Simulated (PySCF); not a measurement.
```json
{"atom": "N", "x (Å)": "2.8410", "y (Å)": "1.0350", "z (Å)": "1.1234"}
{"atom": "C", "x (Å)": "2.0306", "y (Å)": "0.7883", "z (Å)": "0.3533"}
{"atom": "C", "x (Å)": "0.9888", "y (Å)": "0.4729", "z (Å)": "-0.5762"}
{"atom": "C", "x (Å)": "0.7109", "y (Å)": "-1.0098", "z (Å)": "-0.5511"}
{"atom": "C", "x (Å)": "-0.4241", "y (Å)": "-1.4636", "z (Å)": "-0.0470"}
{"atom": "C", "x (Å)": "-1.4620", "y (Å)": "-0.5232", "z (Å)": "0.4900"}
{"atom": "Ge", "x (Å)": "-0.7558", "y (Å)": "1.2729", "z (Å)": "0.0252"}
{"atom": "H", "x (Å)": "1.3053", "y (Å)": "0.7993", "z (Å)": "-1.5712"}
{"atom": "H", "x (Å)": "1.4780", "y (Å)": "-1.6674", "z (Å)": "-0.9337"}
{"atom": "H", "x (Å)": "-0.6380", "y (Å)": "-2.5224", "z (Å)": "-0.0052"}
{"atom": "H", "x (Å)": "-2.4387", "y (Å)": "-0.7410", "z (Å)": "0.0556"}
{"atom": "H", "x (Å)": "-1.5585", "y (Å)": "-0.6534", "z (Å)": "1.5700"}
{"atom": "H", "x (Å)": "-0.6114", "y (Å)": "2.2493", "z (Å)": "1.1562"}
{"atom": "H", "x (Å)": "-1.4666", "y (Å)": "1.9628", "z (Å)": "-1.1114"}
```

Geometry: GFN2-xTB.

Level of theory: PySCF, CAM-B3LYP/def2-SVPD, SCF density, gas phase.

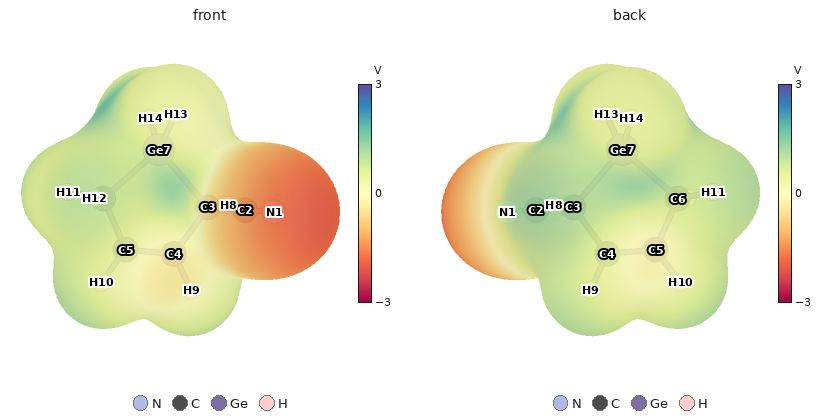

C$_{5}$H$_{7}$GeN. The molecular electrostatic potential painted on the density surface at 0.002 e/bohr³, seen from the front and from behind; red is negative and blue positive.

Which sites attract a positive test charge, and which a negative one?

A positive charge is drawn to the negative regions and a negative charge to the positive ones. The most negative region (about −2.0 V) lies over N1, the most positive (about +1.6 V) over Ge7. N1 is the likeliest acceptor of a hydrogen bond.

What dipole moment does the calculation give?

Its dipole moment is 4.57 D.
